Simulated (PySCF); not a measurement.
# TiH₂: structure of the triplet

Aim: relax TiH₂ as a triplet from a linear start, check by its vibrations whether the end is a minimum, and collect its spectrum and constants.

Computed with PySCF 2.14.0. Level: B3LYP, basis Ti def2-TZVP, H def2-TZVP, no relativity, density fitting.

### Step 1. The starting structure

3 atoms, charge 0, spin multiplicity 3.

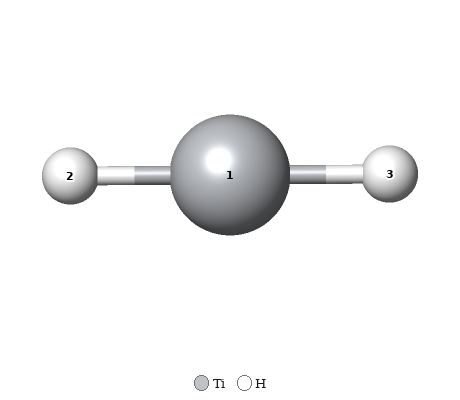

The starting geometry (titanium light grey, hydrogen white); atoms are numbered from 1 in the order of the file.

```xyz
3
charge 0 multiplicity 3
Ti    0.0000    0.0000    0.0000
H     0.0000    0.0000    1.6800
H     0.0000    0.0000   -1.6800
```

### Step 2. First SCF at the start

The steps below are one call of a driver around PySCF. For each, scf.py gives the equivalent set-up of the SCF; relaxations use the driver's own optimiser. After this first run the driver tries any further starts and a stability analysis.

scf.py reads:

```python
from pyscf import gto, scf, dft
mol = gto.M(atom='''
Ti     0.000000     0.000000     0.000000
H      0.000000     0.000000     1.680000
H      0.000000     0.000000    -1.680000''',
    basis={'Ti': 'def2-TZVP', 'H': 'def2-TZVP'},
    charge=0, spin=2)
mf = dft.UKS(mol, xc='B3LYP')
mf.grids.atom_grid = (50, 194)
aux = {'Ti': 'def2-universal-JKFIT', 'H': 'def2-universal-JKFIT'}
mf = mf.density_fit(auxbasis=aux)
mf.conv_tol = 1e-08
mf.diis_space = 10
mf.max_cycle = 60
mf.init_guess = 'minao'
mf.verbose = 4
mf.kernel()
```

Started as:

```bash
> OMP_NUM_THREADS=2 python axn.py task.json out
```

The log of the run:

```text
init E= -850.245984653968
[... the frontier-level lines of each cycle are left out ...]
cycle= 1 E= -850.474785179162  delta_E= -0.229  |g|= 0.243  |ddm|= 1.19
cycle= 2 E= -850.237774728094  delta_E= 0.237  |g|= 0.718  |ddm|= 0.918
cycle= 3 E= -850.515767450037  delta_E= -0.278  |g|= 0.0987  |ddm|= 0.804
cycle= 4 E= -850.525403234979  delta_E= -0.00964  |g|= 0.0301  |ddm|= 0.175
cycle= 5 E= -850.531031123275  delta_E= -0.00563  |g|= 0.0252  |ddm|= 0.15
cycle= 6 E= -850.536143278284  delta_E= -0.00511  |g|= 0.0286  |ddm|= 0.175
cycle= 7 E= -850.540779706427  delta_E= -0.00464  |g|= 0.0141  |ddm|= 0.242
cycle= 8 E= -850.541434734835  delta_E= -0.000655  |g|= 0.00635  |ddm|= 0.0726
cycle= 9 E= -850.541692514247  delta_E= -0.000258  |g|= 0.00499  |ddm|= 0.0821
cycle= 10 E= -850.541697577947  delta_E= -5.06e-06  |g|= 0.00316  |ddm|= 0.00359
cycle= 11 E= -850.541702708799  delta_E= -5.13e-06  |g|= 0.00112  |ddm|= 0.00397
cycle= 12 E= -850.541703642478  delta_E= -9.34e-07  |g|= 0.000117  |ddm|= 0.00312
cycle= 13 E= -850.541703652983  delta_E= -1.05e-08  |g|= 1.2e-05  |ddm|= 0.000221
cycle= 14 E= -850.541703653638  delta_E= -6.55e-10  |g|= 9.38e-06  |ddm|= 4.55e-05
Extra cycle  E= -850.54170365411  delta_E= -4.72e-10  |g|= 1.02e-05  |ddm|= 3.55e-05
converged SCF energy = -850.54170365411  <S^2> = 2.0023465  2S+1 = 3.0015639
```

This step, with its further starts and checks, ran for 4.8 s (2 threads of Arm Neoverse V2, shared host).

Energies from each starting density:

```csv
start,energy (Eh)
the minimal-basis guess,-850.541704
a thermally smeared density,-850.546665
a smeared PBE density,-850.546665
```

This is not the lowest solution: one lies 13.0 kJ/mol lower, at -850.54666 Eh, and the relaxation starts from that.

### Step 3. Relaxation: linear start, triplet

The program finds D∞h symmetry in the start, which this walk keeps.

Changes to scf.py since step 2:

```diff
@@ -15 +14,0 @@
-mf.init_guess = 'minao'
```

Steps of the walk:

```csv
step,energy (Eh),change (kJ/mol),largest symmetric gradient (Eh/bohr)
0,-850.546665,0.00,0.03528
1,-850.552703,-15.85,0.01932
2,-850.555713,-23.76,0.00432
3,-850.555898,-24.24,0.00064
4,-850.555902,-24.25,0.00003
```

The walk took 3.1 s.

Geometry (Å) and forces (eV/Å) at some steps:

```
step 0
Ti   0.000   0.000   0.000   0.000   0.000   0.000
H    0.000   0.000   1.680   0.000   0.000   1.814
H    0.000   0.000  -1.680   0.000   0.000  -1.814
step 1
Ti   0.000   0.000   0.000   0.000   0.000   0.000
H    0.000   0.000   1.739   0.000   0.000   0.994
H    0.000   0.000  -1.739   0.000   0.000  -0.994
step 2
Ti   0.000   0.000   0.000   0.000   0.000   0.000
H    0.000   0.000   1.808   0.000   0.000   0.222
H    0.000   0.000  -1.808   0.000   0.000  -0.222
step 3
Ti   0.000   0.000   0.000   0.000   0.000   0.000
H    0.000   0.000   1.828   0.000   0.000   0.033
H    0.000   0.000  -1.828   0.000   0.000  -0.033
step 4
Ti   0.000   0.000   0.000   0.000   0.000   0.000
H    0.000   0.000   1.832   0.000   0.000   0.001
H    0.000   0.000  -1.832   0.000   0.000  -0.001
```

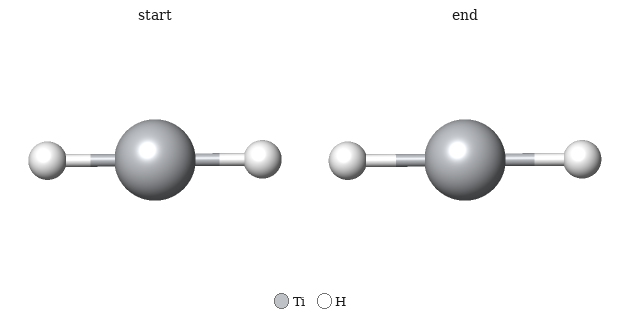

The geometry along the walk, at one scale.

After 4 steps and 24.3 kJ/mol it ends at D∞h: Ti–H 1.832 Å (×2); H–Ti–H 180.0°.

### Step 4. Vibrations and properties at this point

The point is checked on the finer grid, and tightened if its gradient asks for it. The Hessian and the dipole derivatives come from central differences of analytic gradients, with steps of 0.02 bohr.

Changes to scf.py since step 3:

```diff
@@ -4,2 +4,2 @@
-H      0.000000     0.000000     1.680000
-H      0.000000     0.000000    -1.680000''',
+H      0.000000     0.000000     1.831540
+H     -0.000000    -0.000000    -1.831540''',
@@ -9 +9 @@
-mf.grids.atom_grid = (50, 194)
+mf.grids.atom_grid = (75, 302)
@@ -12 +12 @@
-mf.conv_tol = 1e-08
+mf.conv_tol = 1e-10
```

The driver hands on the density of the step before, so the log starts near convergence.

Log of the central SCF (cycles and frontier levels):

```text
init E= -850.555878144354
[... the frontier-level lines of each cycle are left out ...]
cycle= 1 E= -850.555878144352  delta_E= 1.93e-12  |g|= 4.63e-08  |ddm|= 2.63e-07
Extra cycle  E= -850.555878144356  delta_E= -3.98e-12  |g|= 2.47e-08  |ddm|= 1.1e-07
converged SCF energy = -850.555878144356  <S^2> = 2.006111  2S+1 = 3.0040712
```

The whole step took 7.4 s.

Geometry: D∞h; Ti–H 1.832 Å (×2); H–Ti–H 180.0°.

Modes, for the most abundant isotopes:

```json
{"symmetry": "πu", "ω (cm⁻¹)": "672i", "IR (km/mol)": "1181"}
{"symmetry": "σu+", "ω (cm⁻¹)": "1474", "IR (km/mol)": "916"}
{"symmetry": "σg+", "ω (cm⁻¹)": "1566", "IR (km/mol)": "0.0"}
```

With 2 modes imaginary (up to 672i cm⁻¹) this point is a saddle.

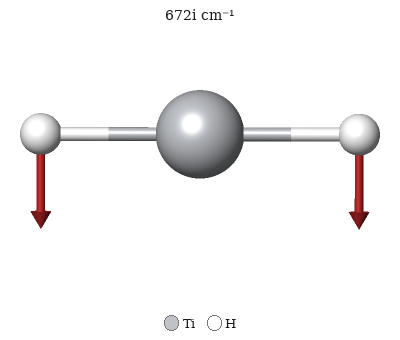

The imaginary mode, as arrows.

Constants and moments:

```
Dipole moment                                                   : 0.00 D
Highest occupied level                                          : -6.17 eV
Lowest empty level                                              : -3.33 eV
Rotational constants                                            : 2.493 cm⁻¹
Zero-point energy (real modes)                                  : 18.2 kJ/mol
Principal polarisabilities                                      : 43.1, 43.1, 46.2 bohr³
Atomisation energy without zero-point energy                    : 484 kJ/mol
Principal traceless quadrupole moments about the centre of mass : -14.17, 7.08, 7.08 D Å
Spin squared ⟨S²⟩                                               : 2.006
```

Populations by atom (charges in e):

```json
{"atom": "Ti1", "Mulliken": "0.50", "Löwdin": "0.57", "polar tensor": "1.17", "spin (Mulliken)": "2.07", "Mayer order to Ti1": "–"}
{"atom": "H2,3", "Mulliken": "-0.25", "Löwdin": "-0.28", "polar tensor": "-0.59", "spin (Mulliken)": "-0.03", "Mayer order to Ti1": "0.83"}
```

Outer orbital energies (eV). α occupied: -66.20, -42.15, -42.15, -41.81, -8.84, -7.32, -6.51, -6.17; empty: -3.33, -3.11, -3.11, -0.35. β occupied: -452.34, -452.34, -64.53, -40.32, -40.32, -40.19, -8.40, -6.62; empty: -2.71, -2.62, -2.48, -2.48.

Mulliken populations on Ti1: s 6.98, p 12.42, d 2.09, f 0.00.

### Step 5. Downhill along the imaginary mode

The start is the last point, displaced along its most imaginary mode.

The program finds C2v symmetry in the start, which this walk keeps.

Changes to scf.py since step 4:

```diff
@@ -3,3 +3,3 @@
-Ti     0.000000     0.000000     0.000000
-H      0.000000     0.000000     1.831540
-H     -0.000000    -0.000000    -1.831540''',
+Ti    -0.000919    -0.004960    -0.000000
+H      0.021856     0.117993     1.831540
+H      0.021856     0.117993    -1.831540''',
@@ -9 +9 @@
-mf.grids.atom_grid = (75, 302)
+mf.grids.atom_grid = (50, 194)
@@ -12 +12 @@
-mf.conv_tol = 1e-10
+mf.conv_tol = 1e-08
```

Energy and gradient, step by step:

```csv
step,energy (Eh),change (kJ/mol),largest symmetric gradient (Eh/bohr)
0,-850.556769,0.00,0.00682
1,-850.558014,-3.27,0.00974
2,-850.560327,-9.34,0.01127
3,-850.563273,-17.08,0.00940
4,-850.567084,-27.08,0.01713
5,-850.569012,-32.15,0.01224
6,-850.570788,-36.81,0.00655
7,-850.572236,-40.61,0.00306
8,-850.572370,-40.96,0.00002
```

The walk took 11 s.

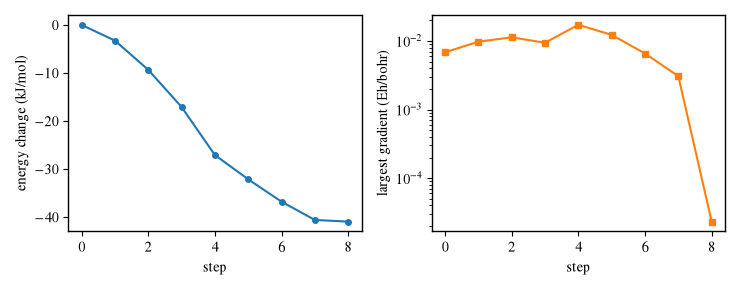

Energy and largest gradient along the walk.

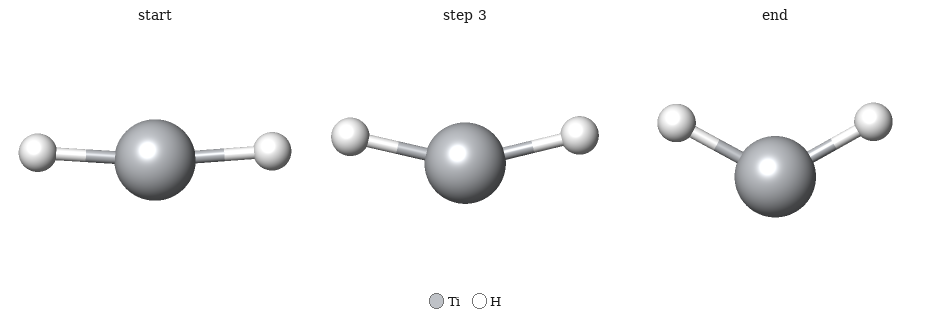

The geometry along the walk, at one scale.

It settles in C2v symmetry, 41.0 kJ/mol below the start, after 8 steps: Ti–H 1.757 Å (×2); H–Ti–H 122.2°.

### Step 6. Vibrations and properties at this point

As before: finer grid, then central differences.

Changes to scf.py since step 5:

```diff
@@ -3,3 +3,3 @@
-Ti    -0.000919    -0.004960    -0.000000
-H      0.021856     0.117993     1.831540
-H      0.021856     0.117993    -1.831540''',
+Ti    -0.006242    -0.033696    -0.000000
+H      0.148473     0.801550     1.538238
+H      0.148473     0.801550    -1.538238''',
@@ -9 +9 @@
-mf.grids.atom_grid = (50, 194)
+mf.grids.atom_grid = (75, 302)
@@ -12 +12 @@
-mf.conv_tol = 1e-08
+mf.conv_tol = 1e-10
```

SCF at the final geometry:

```text
init E= -850.572353618813
[... the frontier-level lines of each cycle are left out ...]
cycle= 1 E= -850.572353618805  delta_E= 8.64e-12  |g|= 3.87e-08  |ddm|= 7.87e-08
Extra cycle  E= -850.572353618806  delta_E= -1.36e-12  |g|= 7.15e-08  |ddm|= 9.52e-08
converged SCF energy = -850.572353618806  <S^2> = 2.015004  2S+1 = 3.009986
```

The whole step ran for 12 s (2 threads of Arm Neoverse V2, shared host).

Geometry: C2v; Ti–H 1.757 Å (×2); H–Ti–H 122.2°.

Modes, for the most abundant isotopes:

```tsv
symmetry	ω (cm⁻¹)	IR (km/mol)	μ (u)
a1	578	136	1.04
b2	1591	600	1.04
a1	1600	182	1.02
```

Every mode is real; the point is a minimum.

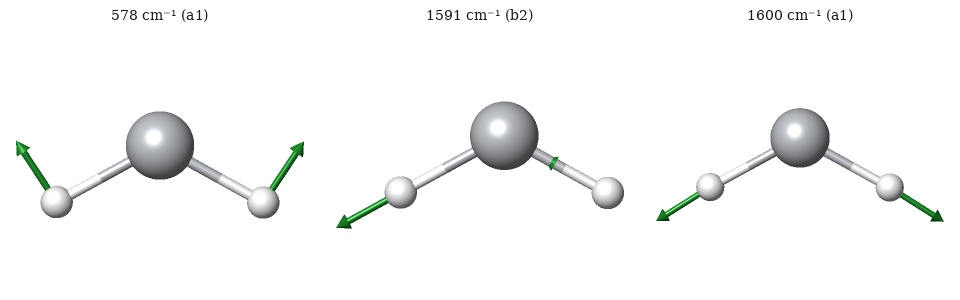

How the atoms move in 3 of the modes.

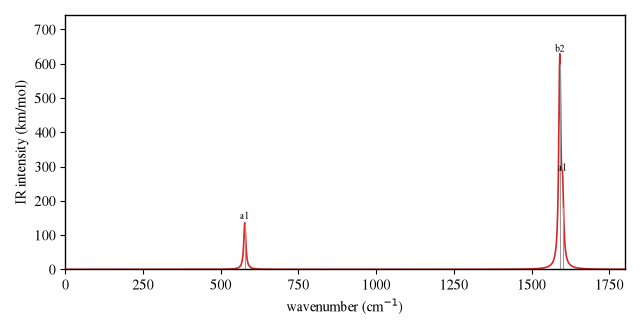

The harmonic infrared spectrum (widths in cm⁻¹). Lines are broadened to a width of 8 cm⁻¹ (Lorentzian).

Properties at this point:

| Item | Value |
| --- | --- |
| Dipole moment | 3.22 D |
| Highest occupied level | -5.36 eV |
| Lowest empty level | -2.15 eV |
| Rotational constants | 12.08, 3.535, 2.734 cm⁻¹ |
| Zero-point energy | 22.5 kJ/mol |
| Principal polarisabilities | 43.5, 49.4, 51.2 bohr³ |
| Atomisation energy without zero-point energy | 527 kJ/mol |
| Principal traceless quadrupole moments about the centre of mass | -6.56, 1.87, 4.68 D Å |
| Entropy at 298.15 K and 1 bar (electronic part: spin only) | 227.1 J/(mol K) |
| Heat capacity Cp at 298.15 K | 38.2 J/(mol K) |
| Enthalpy at 298.15 K above 0 K | 10.39 kJ/mol |
| Rotational symmetry number | 2 |
| Spin squared ⟨S²⟩ | 2.015 |

Charges (e) and bond orders:

| atom | Mulliken | Löwdin | polar tensor | spin (Mulliken) | Mayer order to Ti1 |
| --- | --- | --- | --- | --- | --- |
| Ti1 | 0.48 | 0.38 | 0.89 | 2.15 | – |
| H2,3 | -0.24 | -0.19 | -0.45 | -0.07 | 0.93 |

Outer orbital energies (eV). α occupied: -64.69, -40.71, -40.59, -40.49, -8.02, -7.06, -5.93, -5.36; empty: -2.15, -2.01, -1.86, -1.18. β occupied: -450.80, -450.74, -63.01, -38.87, -38.85, -38.72, -7.87, -7.03; empty: -1.92, -1.44, -1.44, -1.31.

Mulliken populations on Ti1: s 6.87, p 12.25, d 2.39, f 0.00.

### Step 7. All stationary points

| spin | group | bonds | imaginary modes (cm⁻¹) | ΔE (kJ/mol) | with zero-point energy |
| --- | --- | --- | --- | --- | --- |
| triplet | C2v | Ti–H 1.757 Å (×2) | none | 0.0 | 0.0 |
| triplet | D∞h | Ti–H 1.832 Å (×2) | 672i, 672i | 43.3 | – |

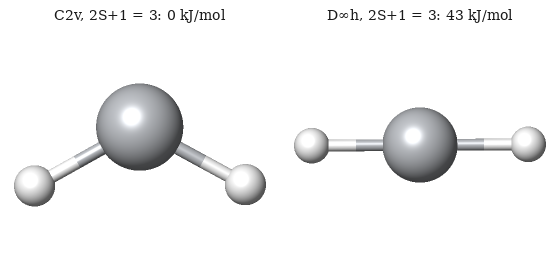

The points, lowest first (titanium light grey, hydrogen white).

### Step 8. Results

```
                                          quantity                             value
                                           minimum                      triplet, C2v
                                          geometry  Ti–H 1.757 Å (×2); H–Ti–H 122.2°
                                wavenumbers (cm⁻¹)    578 (a1), 1591 (b2), 1600 (a1)
                                     dipole moment                            3.22 D
highest occupied, lowest empty level (either spin)                   -5.36, -2.15 eV
                        polar-tensor charge of Ti1                           +0.89 e
                                 zero-point energy                       22.5 kJ/mol
                               entropy at 298.15 K                   227.1 J/(mol K)
         atomisation energy (no zero-point energy)                        527 kJ/mol
                                              ⟨S²⟩                             2.015
```

In words: From D∞h at the start the molecule goes to a C2v minimum, after a stop at a second-order saddle point 43.3 kJ/mol higher, from which it was pushed off along an imaginary mode. The strongest infrared band lies at 1591 cm⁻¹ (b2, stretch). Most of the spin sits on Ti1 (Mulliken spin 2.15, against 2 for the whole molecule). The first SCF alone would have been 13 kJ/mol too high. Other starts or spin states, not run here, may lie lower. Open d and f shells are described by one determinant, and the ground state may have another occupation or spin.

The search up to here took 39 s.
